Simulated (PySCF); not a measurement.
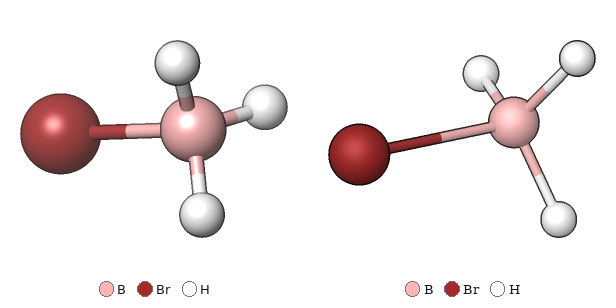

Both panels show the same species.

State: charge −1, singlet. The geometry was computed by an optimisation with PBE0-D3(BJ)/def2-SVP. No frequency run is at hand to confirm it as a minimum.

**What is the molecular formula?**

BBrH₃⁻, 5 atoms: 1 boron, 1 bromine and 3 hydrogen.

**Name functional groups in it.**

Among them: B–H bond.

**Give the symmetry (Schoenflies symbol).**

C3v.

The parts below concern this one geometry. Atoms keep their numbers from picture to picture.

### Spin–spin coupling

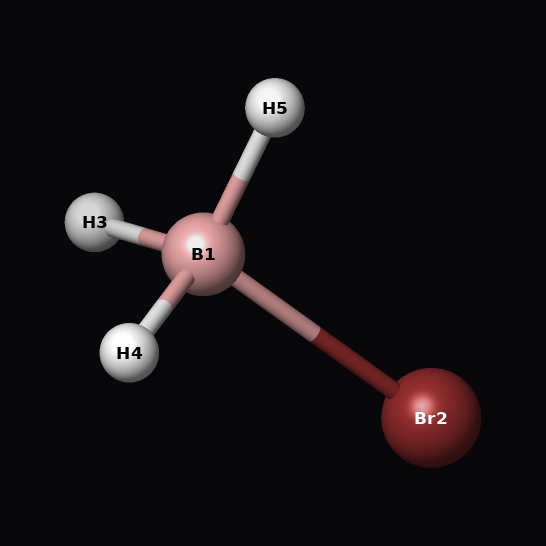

No frequency run is at hand to confirm it as a minimum. Properties computed with B3LYP/pcJ-1 (pcSseg-1 on Br) indirect spin-spin coupling, non-relativistic, gas phase (PySCF 2.14.0). Isotopes: 11B, 1H.

Give the spin–spin coupling constants of these pairs, with the number of bonds between them: B1/H4, B1/H3, B1/H5, H3/H5, H4/H5.

```csv
pair,bonds apart,J (Hz)
"B1, H4",1,116.5
"B1, H3",1,116.5
"B1, H5",1,116.5
"H3, H5",2,−5.7
"H4, H5",2,−5.7
```

### Core levels

No frequency run is at hand to confirm it as a minimum. Method: delta-SCF UKS SCAN, pcX-2 on the ionised atom, pcseg-1 elsewhere, spin-free X2C (PySCF 2.14.0).

Give the core-electron binding energies (to vacuum) of B1 1s.

```json
{"atom": "B1", "level": "1s", "binding energy (eV)": "189.1"}
```

### Electronic properties

No frequency run is at hand to confirm it as a minimum. Level of theory: CAM-B3LYP/def2-SVPD, gas phase (PySCF 2.14.0).

**Give the mean static polarisability at this level.**

55.2 bohr³.

**Estimate the HOMO energy (Kohn–Sham orbital).**

−3.34 eV.

### Bond orders

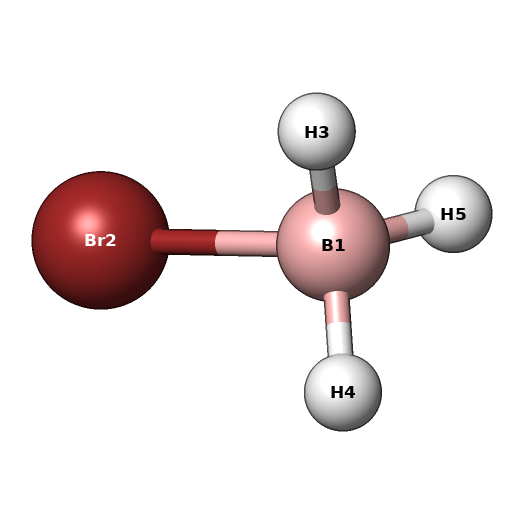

Every bond is drawn as one stick. No frequency run is at hand to confirm it as a minimum. Method: PBE0/pcSseg-1 (PySCF 2.14.0).

List the Mayer bond orders of B1–Br2, B1–H3 (one bond of each equivalent set).

```csv
bond,Mayer order,length (Å)
B1–Br2,0.73,2.127
B1–H3,0.96,1.232
```
